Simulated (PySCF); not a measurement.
## Run report: C$_{3}$H$_{9}$NSi, NMR shielding calculation

The run: NMR shielding calculation of C$_{3}$H$_{9}$NSi. Method and program: GIAO PBE0/pcSseg-1 NMR shielding, non-relativistic, IEF-PCM tetrahydrofuran (PySCF 2.14.0).

The geometry comes from this level: GFN2-xTB. Figures and captions count atoms from 1; the log counts them from 0 in places.

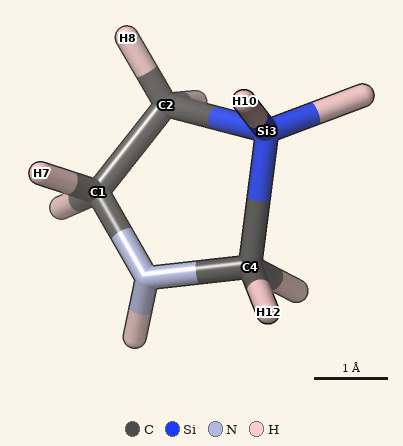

Figure 1. The structure (stick view, seen at a tilt; atoms are numbered from 1 in the order of the input).

Results in brief:

```csv
quantity,value
outcome,converged
total energy,−463.597445 hartree
HOMO,−5.97 eV
LUMO,0.99 eV
dipole moment,1.54 D
"isotropic shielding, C",137.0 to 176.9 ppm
"isotropic shielding, Si",383.6 ppm
"isotropic shielding, N",235.4 ppm
"isotropic shielding, H",27.5 to 30.9 ppm
hardware,"1 CPU thread, shared host"
wall time,16 s
peak memory,0.7 GiB
```

Input:
```
{"job": {"kind": "nmr", "xc": "PBE0", "basis": "pcSseg-1", "solvent": "tetrahydrofuran", "pop": false}, "charge": 0, "multiplicity": 1}
C      0.683476    -1.125995    -0.210023
C      1.279502     0.269392     0.011967
Si    -0.172358     1.446510    -0.331636
C     -1.381274     0.125902     0.318303
N     -0.768879    -1.149167    -0.025601
H      1.169403    -1.861505     0.441275
H      0.879390    -1.433144    -1.246607
H      2.155638     0.409510    -0.615780
H      1.607710     0.374914     1.047402
H     -0.349065     1.744470    -1.753419
H     -0.153261     2.666817     0.476896
H     -2.375087     0.159819    -0.135064
H     -1.525430     0.248721     1.403228
H     -1.049767    -1.876245     0.619058
```

The first line tells a small driver script what to run in PySCF; the rest is the geometry in Å.

Command:
```bash
OMP_NUM_THREADS=1 python <driver script> task.json out
```

The program's output:
```
coarse grid: 11528 points
cycle   1  E = -463.5302698288  dE =  4.210e-01  |g| = 3.876e-01  |ddm| = 3.245e+00
cycle   2  E = -463.5154372877  dE =  1.483e-02  |g| = 4.648e-01  |ddm| = 7.620e-01
cycle   3  E = -463.5689792442  dE = -5.354e-02  |g| = 3.914e-02  |ddm| = 4.312e-01
cycle   4  E = -463.5692630562  dE = -2.838e-04  |g| = 1.240e-02  |ddm| = 3.746e-02
cycle   5  E = -463.5692879318  dE = -2.488e-05  |g| = 6.207e-03  |ddm| = 1.400e-02
cycle   6  E = -463.5692960771  dE = -8.145e-06  |g| = 6.229e-04  |ddm| = 4.891e-03
final grid: 104896 points
cycle   7  E = -463.5974297446  dE = -2.303e-05  |g| = 7.625e-03  |ddm| = 2.065e-02
cycle   8  E = -463.5974214781  dE =  8.266e-06  |g| = 9.558e-03  |ddm| = 1.484e-02
cycle   9  E = -463.5974447261  dE = -2.325e-05  |g| = 3.849e-04  |ddm| = 8.164e-03
cycle  10  E = -463.5974447493  dE = -2.318e-08  |g| = 1.557e-04  |ddm| = 3.698e-04
cycle  11  E = -463.5974447539  dE = -4.560e-09  |g| = 4.185e-05  |ddm| = 1.247e-04
cycle  12  E = -463.5974447542  dE = -3.457e-10  |g| = 7.914e-06  |ddm| = 4.067e-05
```

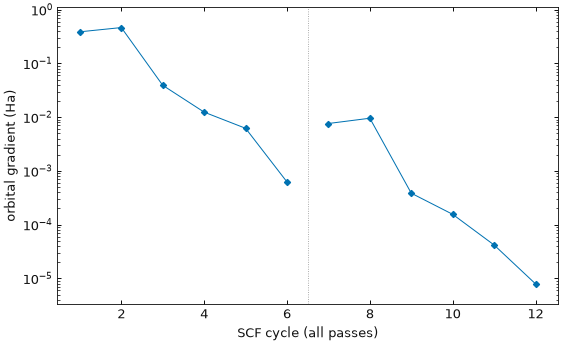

Figure 2. Convergence of the self-consistent field: orbital gradient against the SCF cycle. The dotted line marks the change from a coarse to the final integration grid. The first 6 cycles use a coarse grid, the final grid takes over at cycle 7, and the field converges after 12 cycles in all.

```
converged SCF energy = -463.5974447542

GIAO shielding tensors (ppm)
atom      isotropic    diamagn.    paramagn.     s11        s22        s33       span
  0 C      136.995     243.907    -106.911    101.338    136.141    173.507     72.169
  1 C      176.891     252.103     -75.212    158.933    177.419    194.322     35.389
  2 Si     383.636     879.424    -495.788    338.936    385.790    426.180     87.244
  3 C      153.585     248.615     -95.030    127.819    139.608    193.328     65.510
  4 N      235.414     320.681     -85.267    156.743    230.176    319.321    162.578
  5 H       28.100      29.710      -1.610     22.788     27.339     34.172     11.384
  6 H       28.278      29.805      -1.527     21.656     27.766     35.412     13.756
  7 H       30.710      29.797       0.913     26.187     27.348     38.595     12.408
  8 H       30.522      30.777      -0.255     25.582     27.772     38.211     12.629
  9 H       27.583      28.794      -1.211     24.340     24.783     33.627      9.287
 10 H       27.453      28.751      -1.297     24.391     24.690     33.280      8.889
 11 H       28.781      29.155      -0.374     23.622     26.845     35.877     12.255
 12 H       28.951      30.238      -1.287     23.442     26.805     36.607     13.165
 13 H       30.861      32.912      -2.052     19.631     30.424     42.527     22.895
```

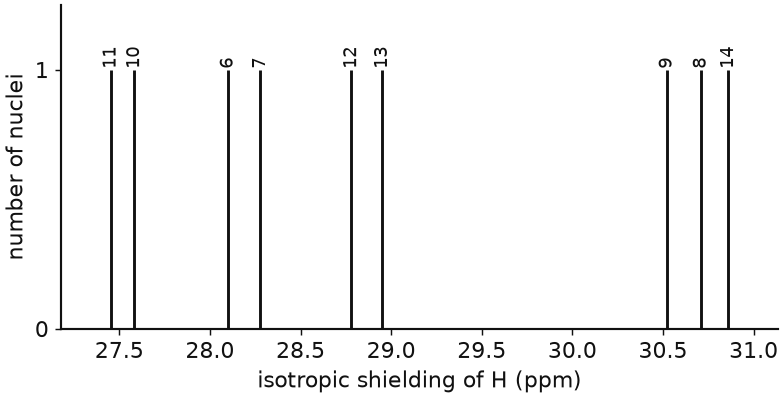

Figure 3. Isotropic shieldings of the hydrogen nuclei in this fixed geometry, labelled by atom number; shielding grows to the right, so chemical shift grows to the left. The least shielded is H11 (27.5 ppm), the most shielded H14 (30.9 ppm).

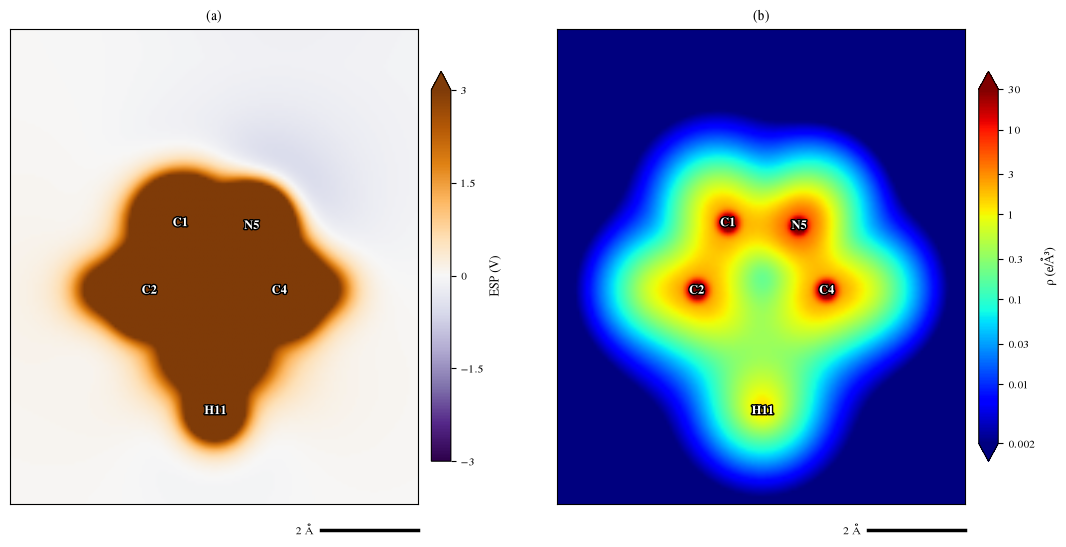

Figure 4. (a) molecular electrostatic potential; (b) total electron density on the plane of atoms C1, N5 and C4. The plane passes through C, N and H nuclei.

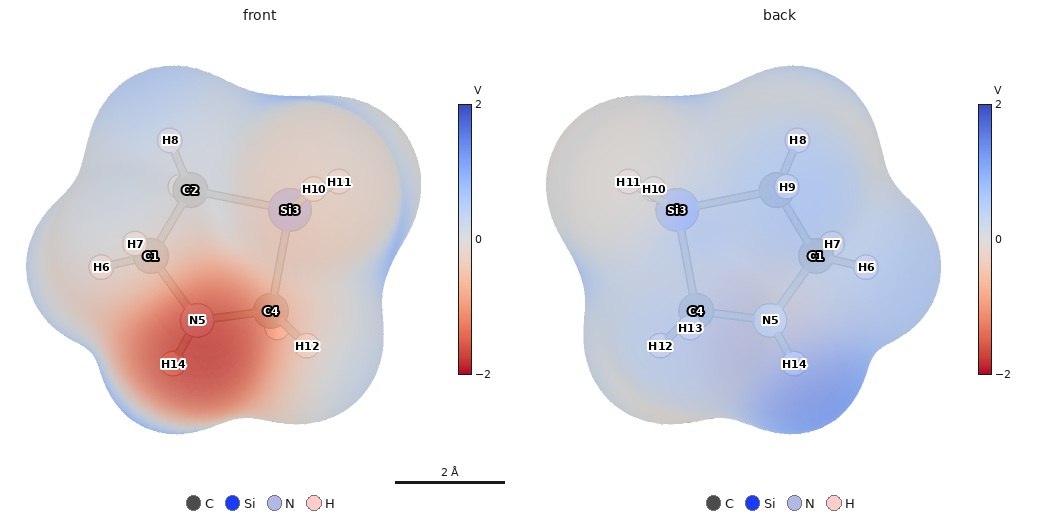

Figure 5. The molecular electrostatic potential painted on the density surface at 0.001 e/bohr³, seen face on and from behind; the colour scale runs from red (negative) to blue (positive).

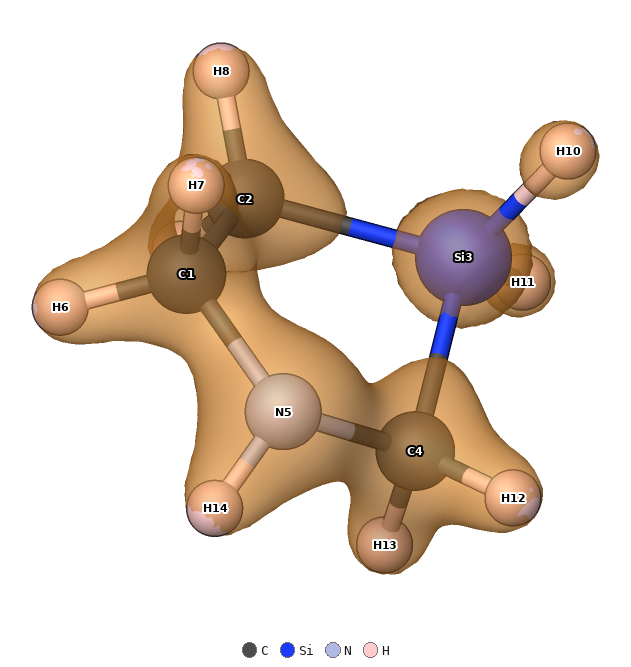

Figure 6. Isosurface of the total electron density at 1 e/Å³ (orange), seen at a tilt. At this value the surface falls into four separate pieces. It is pinched off along the C–Si (1.90 Å) contacts. On the grid the lowest density along these lines, outside the cores, is 1.8 e/Å³ (C–N, 1.46 Å), 1.6 e/Å³ (C–C, 1.53 Å), 0.77 e/Å³ (C–Si, 1.90 Å) and 2.3 e/Å³ (N–H, 1.01 Å).
